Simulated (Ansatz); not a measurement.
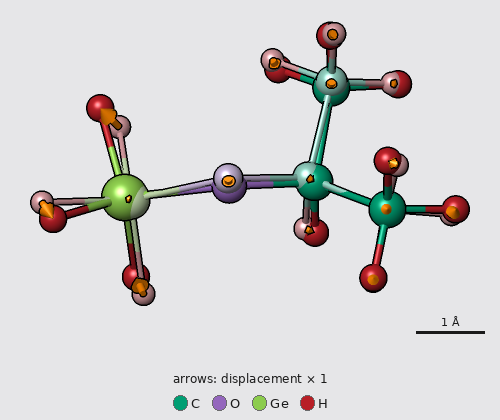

A relaxation of C$_{3}$H$_{10}$GeO (coarse preliminary run). The starting structure is drawn faded, the final one solid; orange arrows show the displacements, at their true length. The two geometries are superimposed by the best rigid fit.

Style: ball-and-stick. Shown at a tilt.

The start comes from a force field.

Computed with Ansatz, RKS PBE-D4/def2-SVP. Set-up: force threshold 0.03 eV/Å; at most 200 steps.

### Describe the change and its energy.

The energy falls by 38.2 kJ/mol in 11 accepted moves (12 points after the start). The largest force component goes from 3.1 to 0.023 eV/Å. The line search rejected the trial step at point 11 of the run. The forces were under the threshold at step 6, but the run went on from there. The largest move after the best rigid fit is that of an H atom, 0.52 Å. Largest moves by element: H 0.52 Å, O 0.23 Å, C 0.16 Å, Ge 0.09 Å. Near-neighbour distances that change, for instance: C–H 1.178 → 1.110 Å, C–H 1.069 → 1.109 Å, C–H 1.145 → 1.108 Å, Ge–O 1.838 → 1.804 Å. Among the angles between lasting bonds that change: C–O–Ge 106.5° → 120.3°, O–Ge–H 110.0° → 103.9°, C–C–H 106.0° → 111.5°. The run took 24 s on 4 threads of Arm Neoverse V1, with other jobs on the host.
